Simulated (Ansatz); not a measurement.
# Geometry relaxation, with input and output: In7As7H20 (charge +1) (part 2 of 2)

In7As7H20 (In7As7 zinc blende off sphere), charge +1, multiplicity 2; UKS PBE-D4/def2-SVP (Ansatz 0.2.0). The geometry: PBE-D4/def2-SVP start.

### Trajectory as extended XYZ (Å, eV, eV/Å), 3 of the 32 frames kept, from step=1 to step=32
```
34
Properties=species:S:1:pos:R:3:forces:R:3 step=1 energy=-462315.25865
In    0.5567   -4.1754    0.8816   -0.0248  -0.2819  -0.2104
In   -2.7052    2.7707   -2.2758   -0.1995   0.0246  -0.1388
In    0.9314   -0.6651   -2.1782   -0.0150  -0.1299  -0.1538
In   -2.5229   -1.0834    0.6577   -0.1304  -0.1942  -0.1490
In    0.9667   -0.5707    3.5718    0.4851   0.1108   0.3980
In    1.2605    1.9702    1.5389    0.4171   0.2448   0.2303
In    4.2363   -1.1659    0.7631    0.6482   0.0275  -0.0650
As   -3.8125    0.6039   -1.0334   -0.1258   0.0234  -0.0446
As   -0.6155   -2.2750   -0.7293    0.0272   0.0572   0.0126
As    2.1909   -2.3755    2.0904   -0.3643  -0.0332   0.0489
As   -0.7115    1.2063   -3.2987    0.1708  -0.0181  -0.0205
As   -1.5594    4.0309   -0.2589    0.1109  -0.0753  -0.2864
As    2.4363    0.5747   -0.3729   -0.3678   0.0628  -0.1040
As   -0.9670    0.5598    2.0668   -0.4086  -0.0230  -0.1774
H     1.5310   -5.1866   -0.1410   -0.0290   0.0622   0.0296
H    -0.7128   -4.6148    1.9898    0.0625   0.0725   0.0748
H    -3.7595    3.3538   -3.5316    0.0300   0.0025   0.1178
H     1.8079   -1.4249   -3.4784   -0.0229   0.0457   0.0514
H    -3.6579   -2.0005    1.6019    0.0475   0.0722   0.0252
H     0.8562   -0.5529    5.3021   -0.0740   0.0203  -0.1165
H     2.0687    0.9982    3.0352   -0.0613  -0.0328  -0.0495
H     1.4068    3.6641    1.8459   -0.0595  -0.0781  -0.0160
H     4.7580   -2.2163   -0.5185   -0.0978   0.0242   0.0439
H     5.1614   -0.2376    1.9052   -0.0999  -0.0415  -0.0001
H    -4.5264   -0.2736   -2.0626    0.0695  -0.0381   0.0591
H    -5.0809    1.0585   -0.3114    0.0336  -0.0108   0.0097
H    -1.4030   -3.0339   -1.8012    0.0165   0.0224   0.0393
H     2.8727   -3.1674    3.2097   -0.0463   0.0187   0.0265
H    -1.2115    0.5454   -4.5860   -0.0255   0.0254   0.0440
H     0.2479    2.1708   -3.9978   -0.0281   0.0115   0.0215
H    -0.2402    3.3049   -0.6047    0.0366   0.0029   0.0560
H    -1.1730    5.2136   -1.1748   -0.0072   0.0277   0.1972
H     3.1681    1.6460   -1.1829    0.0201  -0.0134   0.0288
H    -1.7982    1.3476    3.0782    0.0122   0.0110   0.0173
34
Properties=species:S:1:pos:R:3:forces:R:3 step=17 energy=-462315.85977
In    0.4510   -4.2003    0.8921   -0.0036  -0.0053  -0.0016
In   -2.8501    2.5627   -2.3699    0.0113  -0.0062   0.0262
In    0.9543   -0.6465   -2.1895   -0.0080  -0.0030  -0.0190
In   -2.4631   -0.9736    0.6369   -0.0003  -0.0140   0.0099
In    0.9775   -0.4744    3.4288   -0.0076   0.0087  -0.0111
In    1.7033    2.0426    1.5053    0.0187   0.0032  -0.0030
In    4.3513   -1.2246    0.8119   -0.0129   0.0016   0.0011
As   -3.9581    0.4101   -1.1749   -0.0805  -0.0142  -0.0568
As   -0.6208   -2.2366   -0.7560    0.0049  -0.0095   0.0100
As    2.1367   -2.3458    2.0187    0.0066  -0.0124  -0.0013
As   -0.7411    1.2034   -3.3575    0.0040  -0.0039  -0.0040
As   -1.4977    3.1661   -0.1070    0.1070   0.1967  -0.0357
As    2.5967    0.5302   -0.4489    0.0078  -0.0073  -0.0013
As   -0.8566    0.9662    1.6877    0.0052  -0.0030   0.0129
H     1.4561   -5.1793   -0.1118    0.0014   0.0037   0.0035
H    -0.8393   -4.4850    2.0092   -0.0013   0.0064  -0.0012
H    -3.7999    3.6710   -3.2854    0.0029  -0.0013   0.0023
H     1.7845   -1.3509   -3.5417   -0.0004   0.0007   0.0034
H    -3.4406   -1.6660    1.8846    0.0011   0.0023  -0.0002
H     0.4423   -0.2070    5.0503    0.0040   0.0020  -0.0001
H     2.2336    1.0316    3.0197    0.0014   0.0031  -0.0023
H     1.7195    3.7434    1.7783   -0.0026  -0.0014  -0.0020
H     4.8714   -2.3476   -0.3885    0.0012  -0.0014   0.0007
H     5.0990   -0.2119    1.9982    0.0038  -0.0055   0.0001
H    -4.4373   -0.5700   -2.2452    0.0236   0.0325   0.0560
H    -5.3314    0.7717   -0.6087    0.0594  -0.0184  -0.0230
H    -1.4623   -2.9209   -1.8359   -0.0048   0.0139  -0.0046
H     2.6938   -3.0887    3.2392   -0.0005   0.0061   0.0056
H    -1.2428    0.5344   -4.6363    0.0066  -0.0026   0.0021
H     0.1142    2.2614   -4.0517   -0.0035   0.0042   0.0024
H    -0.0842    3.3739   -0.6892   -0.1608  -0.0183   0.0781
H    -1.6901    4.6350    0.3361    0.0239  -0.1576  -0.0354
H     3.3562    1.5468   -1.3019   -0.0048   0.0020   0.0011
H    -1.6260    1.6787    2.8030   -0.0033  -0.0015  -0.0130
34
Properties=species:S:1:pos:R:3:forces:R:3 step=32 energy=-462315.88053
In    0.4042   -4.2225    0.9852   -0.0026   0.0025  -0.0020
In   -2.8325    2.5571   -2.3591   -0.0025   0.0051  -0.0005
In    0.9528   -0.7600   -2.2360   -0.0012  -0.0030  -0.0027
In   -2.4206   -0.9488    0.6531    0.0015  -0.0009  -0.0028
In    1.0307   -0.3823    3.3298    0.0013  -0.0001   0.0037
In    1.7992    1.9958    1.2595    0.0013   0.0046  -0.0007
In    4.3952   -1.4171    0.7969    0.0003  -0.0028   0.0011
As   -3.8957    0.3394   -1.2523    0.0010  -0.0003   0.0003
As   -0.6173   -2.2833   -0.7241    0.0000  -0.0013   0.0024
As    2.1391   -2.3774    2.0541   -0.0001  -0.0032   0.0000
As   -0.5912    1.3231   -3.2143    0.0050   0.0082  -0.0198
As   -1.7973    3.2715    0.0202   -0.0010   0.0172   0.0038
As    2.7070    0.3336   -0.5596   -0.0004  -0.0014  -0.0025
As   -0.8060    1.0568    1.5563   -0.0008  -0.0035   0.0019
H     1.3902   -5.2641    0.0276   -0.0002  -0.0003   0.0007
H    -0.9037   -4.4205    2.1006    0.0011   0.0001   0.0009
H    -3.7511    3.6007   -3.3776    0.0007  -0.0004   0.0012
H     1.6217   -1.4850   -3.6628   -0.0008   0.0016   0.0017
H    -3.4032   -1.5677    1.9337   -0.0002   0.0011   0.0002
H     0.5343   -0.0082    4.9439    0.0006  -0.0002  -0.0003
H     2.3089    1.0920    2.8420   -0.0015  -0.0011  -0.0008
H     1.8438    3.7149    1.3866   -0.0001  -0.0020   0.0001
H     4.8543   -2.6174   -0.3533    0.0004   0.0014   0.0012
H     5.1995   -0.3804    1.9226   -0.0006   0.0006  -0.0008
H    -4.2256   -0.6629   -2.3518    0.0010  -0.0027   0.0002
H    -5.3240    0.6113   -0.7927   -0.0021  -0.0004  -0.0023
H    -1.5012   -2.9685   -1.7693    0.0013   0.0021   0.0004
H     2.6502   -3.0631    3.3272   -0.0003   0.0027  -0.0010
H    -0.9223    0.9422   -4.6572    0.0068   0.0042   0.0150
H     0.3564    2.4691   -3.5692   -0.0128  -0.0131   0.0048
H    -0.5778    4.1472   -0.2703   -0.0052  -0.0040   0.0019
H    -2.6324    4.3594    0.7077    0.0083  -0.0136  -0.0061
H     3.4880    1.2925   -1.4594   -0.0007   0.0013   0.0011
H    -1.4735    1.7227    2.7621    0.0022   0.0017  -0.0005
```

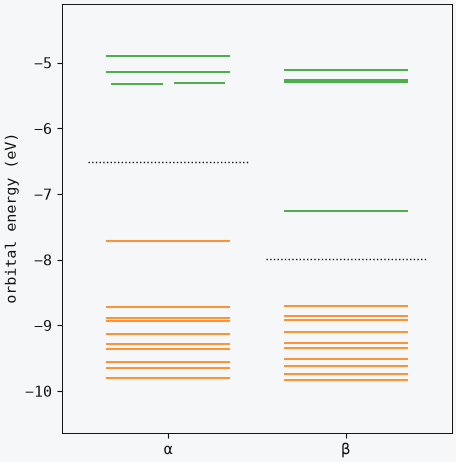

*Orbital energies near the frontier for α and β spins; the dotted line parts filled from empty levels, and levels within 0.02 eV of each other stand side by side.*

α: highest filled −7.72 eV, lowest empty −5.32 eV, 2.40 eV apart; β: highest filled −8.71 eV, lowest empty −7.27 eV, 1.44 eV apart.

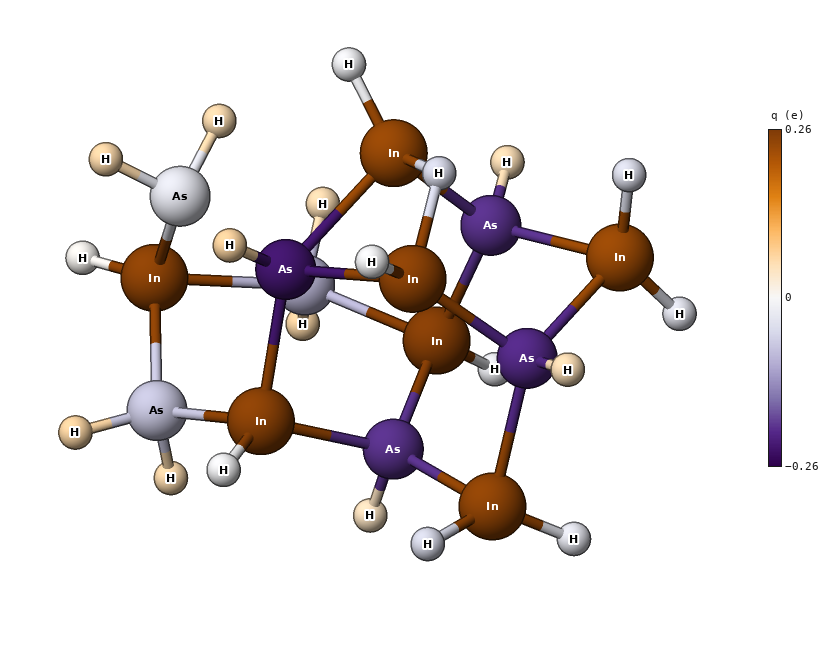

*Mulliken charges, as the colour of each atom (ball-and-stick view, seen at a tilt).*

By element: In +0.23 to +0.25, As −0.23 to −0.03 and H −0.05 to +0.06 e.

This output came from the following input.

### The input
```yaml
crystal:
  periodic: [false, false, false]
  atoms:
    - {symbol: In, position_ang: [0.556665, -4.175424, 0.881605]}
    - {symbol: In, position_ang: [-2.705187, 2.770672, -2.275827]}
    - {symbol: In, position_ang: [0.931384, -0.665075, -2.178211]}
    - {symbol: In, position_ang: [-2.522864, -1.083360, 0.657739]}
    - {symbol: In, position_ang: [0.966737, -0.570715, 3.571797]}
    - {symbol: In, position_ang: [1.260469, 1.970163, 1.538860]}
    - {symbol: In, position_ang: [4.236298, -1.165902, 0.763147]}
    - {symbol: As, position_ang: [-3.812542, 0.603918, -1.033416]}
    - {symbol: As, position_ang: [-0.615470, -2.275034, -0.729340]}
    - {symbol: As, position_ang: [2.190897, -2.375481, 2.090356]}
    - {symbol: As, position_ang: [-0.711462, 1.206314, -3.298665]}
    - {symbol: As, position_ang: [-1.559397, 4.030929, -0.258927]}
    - {symbol: As, position_ang: [2.436302, 0.574670, -0.372875]}
    - {symbol: As, position_ang: [-0.967023, 0.559806, 2.066817]}
    - {symbol: H, position_ang: [1.530970, -5.186616, -0.141012]}
    - {symbol: H, position_ang: [-0.712806, -4.614783, 1.989779]}
    - {symbol: H, position_ang: [-3.759477, 3.353799, -3.531640]}
    - {symbol: H, position_ang: [1.807880, -1.424868, -3.478393]}
    - {symbol: H, position_ang: [-3.657927, -2.000511, 1.601863]}
    - {symbol: H, position_ang: [0.856227, -0.552898, 5.302137]}
    - {symbol: H, position_ang: [2.068687, 0.998248, 3.035161]}
    - {symbol: H, position_ang: [1.406751, 3.664093, 1.845928]}
    - {symbol: H, position_ang: [4.757994, -2.216272, -0.518508]}
    - {symbol: H, position_ang: [5.161410, -0.237614, 1.905166]}
    - {symbol: H, position_ang: [-4.526445, -0.273560, -2.062561]}
    - {symbol: H, position_ang: [-5.080918, 1.058523, -0.311370]}
    - {symbol: H, position_ang: [-1.403018, -3.033946, -1.801193]}
    - {symbol: H, position_ang: [2.872743, -3.167431, 3.209657]}
    - {symbol: H, position_ang: [-1.211516, 0.545412, -4.586008]}
    - {symbol: H, position_ang: [0.247911, 2.170817, -3.997811]}
    - {symbol: H, position_ang: [-0.240217, 3.304890, -0.604703]}
    - {symbol: H, position_ang: [-1.172959, 5.213556, -1.174847]}
    - {symbol: H, position_ang: [3.168148, 1.646044, -1.182940]}
    - {symbol: H, position_ang: [-1.798244, 1.347648, 3.078217]}
basis:
  gaussian: {orbitals: def2-SVP, fitting: {mean_field: def2-universal-jkfit}}
total_charge: 1
magnetization: {spin_polarized: true, initial_magnetization: 1}
hamiltonian: {xc: pbe, dispersion: d4}
scf: {lower_state_search: "off"}
output: {orbitals: {seedname: orbitals}}
relax: {f_tol: 0.03, max_steps: 70}
```

Command:
```bash
ansatz run in.yaml --threads 2 --pin off --events-out ev --progress --plain --max-ram 32768MiB --backend cuda --devices 0, --max-vram 18GiB
```

### Results in brief

```tsv
quantity	value
outcome	converged
total energy	−462315.8806 eV
mean-field energy	−462313.6734 eV
dispersion energy	−2.2072 eV
⟨S²⟩	0.751
HOMO (either spin)	−7.72 eV
LUMO (either spin)	−7.27 eV
largest force (length of the vector) at the end	0.022 eV/Å
hardware	2 CPU threads, shared host
wall time	4.4 min (CPU time 5.1 min)
peak memory	1.2 GiB
```
